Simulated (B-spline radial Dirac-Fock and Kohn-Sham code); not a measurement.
Co⁵⁺, configuration [Ar] 3d4, inside a Watson sphere of charge −5 and radius 2 Å that stands in for a crystal. Method: the impulse approximation on Dirac–Fock orbitals (average of configuration) (computed with a B-spline radial code). Open shells are averaged over j.

Before looking at the plot, say what to expect. Its caption: Compton profiles of the subshells 2s1/2, 3p1/2 and 3d5/2, per electron.

2s1/2: J(0) = 0.120, half width 3.5 a.u., ⟨p⟩ = 7.66 a.u.; 3p1/2: J(0) = 0.196, half width 2.3 a.u., ⟨p⟩ = 3.79 a.u.; 3d5/2: J(0) = 0.150, half width 3.0 a.u., ⟨p⟩ = 4.12 a.u. Of these the tallest at pz = 0 is 3p1/2.

The result:

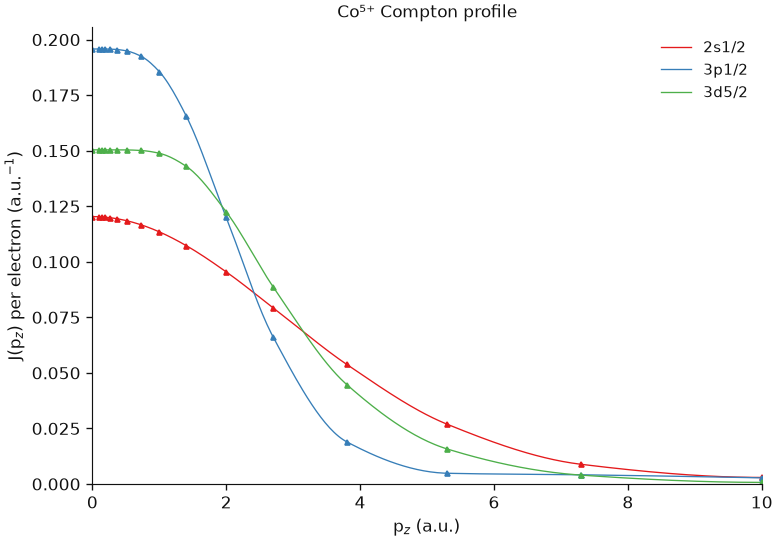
